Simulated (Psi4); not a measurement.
# AlHSCl2 (SMILES [SH][Al]([Cl])[Cl]): a chain of runs, part 1 of 2

We compute a series of 10 runs (PBE-D4/def2-SVP, PBE0-D4/def2-TZVP, PBE-D4/def2-TZVPP, r2SCAN-D4/def2-TZVPP, B3LYP-D4/def2-TZVPP, PBE0-D4/def2-TZVPP, wB97M-V/def2-TZVPP, CCSD(T)/def2-TZVPP, and more) of AlHSCl2. 

Program for the calculation: Psi4 1.11.

## Step 1: The molecule

The species is AlHSCl2 (5 atoms), meant as a singlet with charge 0. SMILES: `[SH][Al]([Cl])[Cl]`. The shape comes from GFN2-xTB, rattled, which is rough for such elements, and wasn't checked as a minimum. The run starts from this shape.

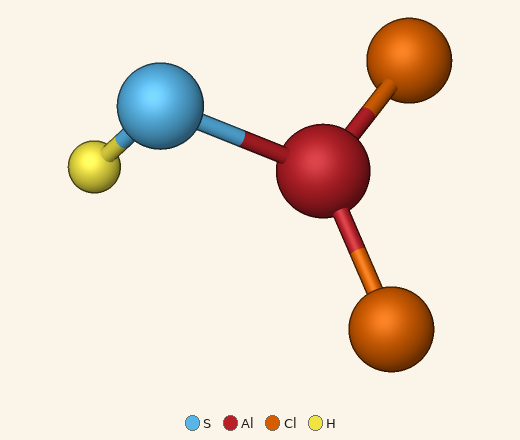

The structure, seen from a chosen angle (sulfur blue, aluminium red, chlorine orange, hydrogen yellow).

## Step 2: A structure relaxation at PBE-D4/def2-SVP (density fitting) (run 1)

alcl2hs.in reads:

```
memory 3300 mb

molecule {
  S      0.035691     1.648678    -0.541977
  Al     0.210389    -0.493293    -0.055873
  Cl     1.425748    -1.046038     1.478655
  Cl    -0.713608    -1.864082    -1.302813
  H     -1.016579     1.737183     0.373307
  symmetry c1
}

set basis def2-SVP
set reference rks
set scf_type df
set geom_maxiter 60
set max_force_g_convergence 0.0005

e_tot, wfn = opt("pbe-d4", return_wfn=True)
```

Command:

```bash
$ psi4 alcl2hs.in alcl2hs.out -n 2
```

alcl2hs.out:

```text
Psi4 1.11 release

gradient() will perform analytic gradient computation.

   => Loading Basis Set <=

    Name: DEF2-SVP
    Role: ORBITAL
    Keyword: BASIS

   => PBE-D4(BJ,EEQ)ATM: Empirical Dispersion <=

        a1 =       0.385750
        a2 =       4.806885
       alp =      16.000000
        s6 =       1.000000
        s8 =       0.959481
        s9 =       1.000000
        ga =       3.000000
        gc =       2.000000
        wf =       6.000000

         ---------------------------------------------------------
                                   SCF
                              RKS Reference
                        2 Threads,   3147 MiB Core
         ---------------------------------------------------------

  ==> Geometry <==

    Molecular point group: c1
    Full point group: C1

    Geometry (in Angstrom), charge = 0, multiplicity = 1:

       Center              X                  Y                   Z               Mass
    ------------   -----------------  -----------------  -----------------  -----------------
         S           -0.200614791276     2.115277969280    -0.447207738410    31.972071174400
         AL          -0.025916791276    -0.026693030720     0.038896261590    26.981538530000
         CL           1.189442208724    -0.579438030720     1.573424261590    34.968852682000
         CL          -0.949913791276    -1.397482030720    -1.208043738410    34.968852682000
         H           -1.252884791276     2.203782969280     0.468076261590     1.007825032230

  Running in c1 symmetry.

  Rotational constants: A =      0.07431  B =      0.07288  C =      0.03711 [cm^-1]
  Rotational constants: A =   2227.90651  B =   2184.97871  C =   1112.64281 [MHz]
  Nuclear repulsion =  298.388112003691788

  Charge       = 0
  Multiplicity = 1
  Electrons    = 64
  Nalpha       = 32
  Nbeta        = 32

  ==> Algorithm <==

  SCF Algorithm Type is DF.
  DIIS enabled.
  MOM disabled.
  Fractional occupation disabled.
  Guess Type is SAD.
  Energy threshold   = 1.00e-08
  Density threshold  = 1.00e-08
  Integral threshold = 1.00e-12

  ==> Primary Basis <==

  Basis Set: DEF2-SVP
    Blend: DEF2-SVP
    Number of shells: 35
    Number of basis functions: 77
    Number of Cartesian functions: 81
    Spherical Harmonics?: true
    Max angular momentum: 2

  ==> DFT Potential <==

   => LibXC <=

    Version 7.1.2

   => Composite Functional: PBE-D4BJEEQATM <=

    PBE GGA Exchange-Correlation Functional

    Deriv               =              1
    GGA                 =           TRUE
    Meta                =          FALSE

    Exchange Hybrid     =          FALSE
    MP2 Hybrid          =          FALSE

   => Exchange Functionals <=

    1.0000     XC_GGA_X_PBE

   => Correlation Functionals <=

    1.0000     XC_GGA_C_PBE

   => LibXC Density Thresholds  <==

    XC_GGA_C_PBE:  1.00E-12
    XC_GGA_X_PBE:  1.00E-15

   => Molecular Quadrature <=

    Radial Scheme          =       TREUTLER
    Pruning Scheme         =           NONE
    Nuclear Scheme         =       TREUTLER

    Blocking Scheme        =         OCTREE
    BS radius alpha        =              1
    Pruning alpha          =              1
    Radial Points          =             75
    Spherical Points       =            302
    Total Points           =         107303
    Total Blocks           =            885
    Max Points             =            255
    Max Functions          =             70
    Weights Tolerance      =       1.00E-15

   => Loading Basis Set <=

    Name: (DEF2-SVP AUX)
    Role: JKFIT
    Keyword: DF_BASIS_SCF

  ==> Integral Setup <==

  DFHelper Memory: AOs need 0.026 GiB; user supplied 2.140 GiB.
  SCF_SUBTYPE=INCORE selected. In-core MEM_DF algorithm will be used.
  Using in-core AOs.

  ==> MemDFJK: Density-Fitted J/K Matrices <==

    J tasked:                   Yes
    K tasked:                    No
    wK tasked:                   No
    Memory [MiB]:              2191
    Algorithm:                 Core
    Schwarz Cutoff:           1E-12
    Mask sparsity (%):       4.6888
    Fitting Condition:        1E-10

   => Auxiliary Basis Set <=

  Basis Set: (DEF2-SVP AUX)
    Blend: DEF2-UNIVERSAL-JKFIT
    Number of shells: 158
    Number of basis functions: 530
    Number of Cartesian functions: 640
    Spherical Harmonics?: true
    Max angular momentum: 4

  Cached 100.0% of DFT collocation blocks in 0.165 [GiB].

  Minimum eigenvalue in the overlap matrix is 2.6026227397E-02.
  Reciprocal condition number of the overlap matrix is 6.8007141763E-03.
    Using symmetric orthogonalization.

  ==> Pre-Iterations <==

  SCF Guess: Superposition of Atomic Densities via on-the-fly atomic UHF (no occupation information).

   -------------------------
    Irrep   Nso     Nmo
   -------------------------
     A         77      77
   -------------------------
    Total      77      77
   -------------------------

  ==> Iterations <==

                           Total Energy        Delta E     RMS |[F,P]|

[... 7 lines left out ...]
   @DF-RKS iter   7: -1560.62570697011506   -6.71004e-07   3.81173e-06 DIIS
[... 37 lines left out ...]
  @DF-RKS Final Energy: -1560.62570703044912
[... 24 lines left out ...]
 Dipole X            :          1.0877225           -1.3750718           -0.2873493
[... 213 lines left out ...]
    Weights Tolerance      =       1.00E-15
[... 58 lines left out ...]
   @DF-RKS iter   6: -1560.62531580300356   -2.38927e-07   1.06330e-06 DIIS
[... 21 lines left out ...]
    Nuclear Repulsion Energy =            296.3542367746921968
[... 21 lines left out ...]
 Dipole Y            :         -3.7685013            3.8510329            0.0825316
[... 207 lines left out ...]
                           Total Energy        Delta E     RMS |[F,P]|
[... 8 lines left out ...]
   @DF-RKS iter   7: -1560.62778352378268   -5.01359e-10   1.13047e-07 DIIS
[... 21 lines left out ...]
    DFT Exchange-Correlation Energy =    -100.5726403746715931
[... 110 lines left out ...]
	                                 ==> Convergence Check <==
[... 119 lines left out ...]
   @DF-RKS iter   2: -1560.62884474909083    1.13590e-04   2.73447e-04 ADIIS/DIIS
[... 7 lines left out ...]
  Energy and wave function converged.
[... 21 lines left out ...]
    VV10 Nonlocal Energy =                  0.0000000000000000
[... 115 lines left out ...]
	   Step    Total Energy     Delta E     Max Force     RMS Force      Max Disp      RMS Disp
[... 97 lines left out ...]
   @DF-RKS iter   4: -1560.62992399566724   -5.29092e-06   2.20872e-05 DIIS
[... 18 lines left out ...]
  @DF-RKS Final Energy: -1560.62992598413757
[... 24 lines left out ...]
 Dipole X            :          1.0291941           -1.2683626           -0.2391685
[... 171 lines left out ...]
    Weights Tolerance      =       1.00E-15
[... 44 lines left out ...]
   @DF-RKS iter   6: -1560.63471094432657   -2.19999e-06   4.63237e-06 DIIS
[... 18 lines left out ...]
  @DF-RKS Final Energy: -1560.63471103401207
[... 24 lines left out ...]
 Dipole X            :          0.8890029           -0.9661390           -0.0771360
[... 171 lines left out ...]
    Weights Tolerance      =       1.00E-15
[... 38 lines left out ...]
   @DF-RKS iter   6: -1560.63511250206739   -1.18674e-06   3.28364e-06 DIIS
[... 18 lines left out ...]
  @DF-RKS Final Energy: -1560.63511254675404
[... 24 lines left out ...]
 Dipole X            :          0.8226349           -0.7732550            0.0493799
[... 171 lines left out ...]
    Weights Tolerance      =       1.00E-15
[... 27 lines left out ...]
   @DF-RKS iter   6: -1560.63600654923471   -6.43056e-08   6.60396e-07 DIIS
[... 21 lines left out ...]
    One-Electron Energy =               -2743.1850807865375828
[... 21 lines left out ...]
 Dipole Z            :         -0.1249518            0.3238221            0.1988703
[... 202 lines left out ...]
   @DF-RKS iter   0: -1560.63934455207777   -1.56064e+03   4.62703e-04
[... 7 lines left out ...]
   @DF-RKS iter   8: -1560.63631761169290   -1.27329e-11   8.03994e-09 DIIS
[... 21 lines left out ...]
    Empirical Dispersion Energy =          -0.0058772352296434
[... 111 lines left out ...]
	Measures of convergence in internal coordinates in au.
[... 112 lines left out ...]
   @DF-RKS iter   3: -1560.63646574170730   -6.90717e-05   2.23412e-05 DIIS
[... 13 lines left out ...]
    Final Occupation by Irrep:
[... 15 lines left out ...]
    Total Energy =                      -1560.6364677636104261
[... 116 lines left out ...]
	  Convergence Criteria              o    5.00e-04 *             o             o             o
[... 107 lines left out ...]
   @DF-RKS iter   5: -1560.63647801508364   -1.60610e-08   1.75065e-07 DIIS
[... 21 lines left out ...]
    One-Electron Energy =               -2746.0965434070108131
[... 21 lines left out ...]
 Dipole Z            :         -0.0706049            0.3241681            0.2535632
[... 191 lines left out ...]
   @DF-RKS iter   0: -1560.63695067670301   -1.56064e+03   7.84650e-05
[... 7 lines left out ...]
  Energy and wave function converged.
[... 25 lines left out ...]
    Final Occupation by Irrep:
              A
    DOCC [    32 ]
    NA   [    32 ]
    NB   [    32 ]

  @DF-RKS Final Energy: -1560.63647996637928

   => Energetics <=

    Nuclear Repulsion Energy =            294.9489041388098940
    One-Electron Energy =               -2746.2641064530325821
    Two-Electron Energy =                 991.2584109045843661
    DFT Exchange-Correlation Energy =    -100.5737853927107324
    Empirical Dispersion Energy =          -0.0059031640298373
    VV10 Nonlocal Energy =                  0.0000000000000000
    Total Energy =                      -1560.6364799663792837

Computation Completed

Properties will be evaluated at   0.000000,   0.000000,   0.000000 [a0]

Properties computed using the SCF density matrix

 Multipole Moments:

 ------------------------------------------------------------------------------------
     Multipole            Electronic (a.u.)      Nuclear  (a.u.)        Total (a.u.)
 ------------------------------------------------------------------------------------

 L = 1.  Multiply by 2.5417464519 to convert [e a0] to [Debye]
 Dipole X            :          0.8308812           -0.7879715            0.0429098
 Dipole Y            :         -3.7837358            4.1741831            0.3904473
 Dipole Z            :         -0.0689679            0.3242737            0.2553058
 Magnitude           :                                                    0.4684777

 ------------------------------------------------------------------------------------

	total time  =         10 seconds =       0.17 minutes

         ------------------------------------------------------------
                                   SCF GRAD
         ------------------------------------------------------------

  ==> Geometry <==

    Molecular point group: c1
    Full point group: C1

    Geometry (in Angstrom), charge = 0, multiplicity = 1:

       Center              X                  Y                   Z               Mass
    ------------   -----------------  -----------------  -----------------  -----------------
         S           -0.695993363546     2.030233915305    -0.441822031477    31.972071174400
         AL          -0.005041985500     0.011497669230    -0.003816191892    26.981538530000
         CL           1.027997622377    -0.419695063732     1.778307731273    34.968852682000
         CL          -0.382132536635    -1.517899792672    -1.392481855825    34.968852682000
         H           -0.195243367866     2.514782788491     0.731321352719     1.007825032230

  Nuclear repulsion =  294.948904138809837

   => Molecular Quadrature <=

    Radial Scheme          =       TREUTLER
    Pruning Scheme         =           NONE
    Nuclear Scheme         =       TREUTLER

    Blocking Scheme        =         OCTREE
    BS radius alpha        =              1
    Pruning alpha          =              1
    Radial Points          =             75
    Spherical Points       =            302
    Total Points           =         107324
    Total Blocks           =            898
    Max Points             =            256
    Max Functions          =             70
    Weights Tolerance      =       1.00E-15

  -Total Gradient:
     Atom            X                  Y                   Z
    ------   -----------------  -----------------  -----------------
       1        0.000021750412     0.000054854300     0.000021835929
       2       -0.000061945082     0.000011205935    -0.000060371378
       3        0.000085015757     0.000080330247     0.000168266482
       4        0.000004288658     0.000068234416     0.000032349165
       5       -0.000043431995     0.000089076623    -0.000018405586

	total time  =          4 seconds =       0.07 minutes

    			-----------------------------------------

    			 OPTKING 3.0: for geometry optimizations

    			        with contributions from

    			-----------------------------------------

	                            ===> Fragment 1 <==

	 Z (Atomic Numbers)          Masses                          Geom
	      16.000000            31.972071         -1.31523684  3.83658607 -0.83492264
	      13.000000            26.981539         -0.00952797  0.02172745 -0.00721156
	      17.000000            34.968853          1.94263396 -0.79310873  3.36051458
	      17.000000            34.968853         -0.72212584 -2.86841489 -2.63140934
	       1.000000             1.007825         -0.36895649  4.75225074  1.38199707

	 - Coordinate -           - BOHR/RAD -       - ANG/DEG -
	 R(1,2)           =         4.116203           2.178201
	 R(1,5)           =         2.578492           1.364479
	 R(2,3)           =         3.976993           2.104534
[... 6 lines of this table left out ...]
	 D(4,2,1,5)       =         3.140008         179.909199

	        --- Internal Coordinate Step in ANG or DEG, aJ/ANG or AJ/DEG ---
	-------------------------------------------------------------------------------
	           Coordinate      Previous         Force          Change          New
	           ----------      --------        ------          ------        ------
	               R(1,2)       2.17820       -0.00022       -0.00009       2.17812
	               R(1,5)       1.36448        0.00018        0.00006       1.36454
	               R(2,3)       2.10453       -0.00121       -0.00045       2.10408
[... 6 lines of this table left out ...]
	           D(4,2,1,5)     179.90920       -0.00000        0.10063     180.00983
	-------------------------------------------------------------------------------

	                                 ==> Convergence Check <==

	Measures of convergence in internal coordinates in au.

	Criteria marked as inactive (o), active & met (*), and active & unmet ( ).

	----------------------------------------------------------------------------------------------
	   Step    Total Energy     Delta E     Max Force     RMS Force      Max Disp      RMS Disp
	----------------------------------------------------------------------------------------------
	  Convergence Criteria              o    5.00e-04 *             o             o             o
	----------------------------------------------------------------------------------------------
	    12   -1560.63647997   -1.95e-06 o    1.47e-04 *    6.70e-05 o    2.65e-03 o    1.11e-03 o  ~
	----------------------------------------------------------------------------------------------

Next Geometry in Ang
	Fragment 1 (Ang)

	    S  -0.6972125168   2.0303569339  -0.4411806005
	   Al  -0.0051372311   0.0119118309  -0.0040330317
	   Cl   1.0272078380  -0.4198008117   1.7778340624
	   Cl  -0.3813417347  -1.5182738015  -1.3921378769
	    H  -0.1939299867   2.5147253651   0.7310264516

    Final optimized geometry and variables:
    Molecular point group: c1
    Full point group: C1

    Geometry (in Angstrom), charge = 0, multiplicity = 1:

    S           -0.695993363546     2.030233915305    -0.441822031477
    AL          -0.005041985500     0.011497669230    -0.003816191892
    CL           1.027997622377    -0.419695063732     1.778307731273
    CL          -0.382132536635    -1.517899792672    -1.392481855825
    H           -0.195243367866     2.514782788491     0.731321352719

    Psi4 run time: 0:05:37.51

[set-up sections that repeat, and orbital energies of the middle runs, are left out above]
```

The script printed:

```text
Optimizer: Optimization complete!
```

It took 5.7 min on 2 threads of Intel Xeon at 2.50GHz (Skylake/Cascade Lake), shared host; peak memory 0.52 GiB.

The path in brief:

| step | energy from the first frame kept (eV) | largest force (eV/Å) |
| --- | --- | --- |
| 0 | 0.0000 | 1.3417 |
| 1 | 0.0106 | 0.9100 |
| 2 | -0.0565 | 0.4910 |
| 3 | -0.0940 | 0.0840 |
| 4 | -0.1148 | 0.1713 |
| 5 | -0.2450 | 0.1803 |
| 6 | -0.2559 | 0.7780 |
| 7 | -0.2803 | 0.4425 |
| 8 | -0.2887 | 0.2428 |
| 9 | -0.2928 | 0.0547 |
| 10 | -0.2931 | 0.0428 |
| 11 | -0.2931 | 0.0105 |

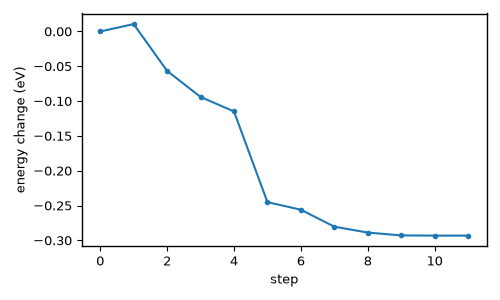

Energy along the run.

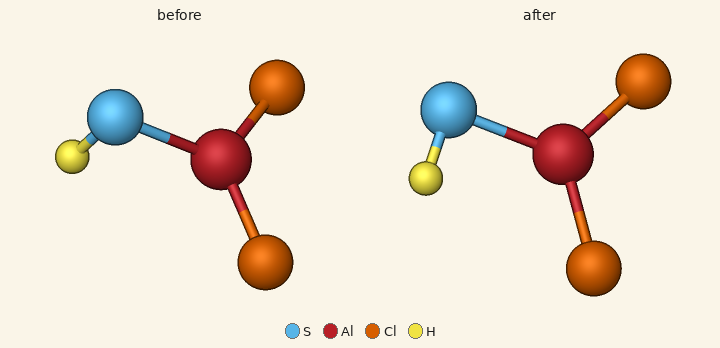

Before and after, at one scale.

After the run. Bond lengths: S1–Al2 2.178 Å, Al2–Cl3 2.105 Å, Al2–Cl4 2.100 Å, S1–H5 1.364 Å. Angles: S1–Al2–Cl3 121.1°, S1–Al2–Cl4 119.0°, Cl3–Al2–Cl4 119.9°, Al2–S1–H5 92.3°.

(Continued in part 2 of 2.)
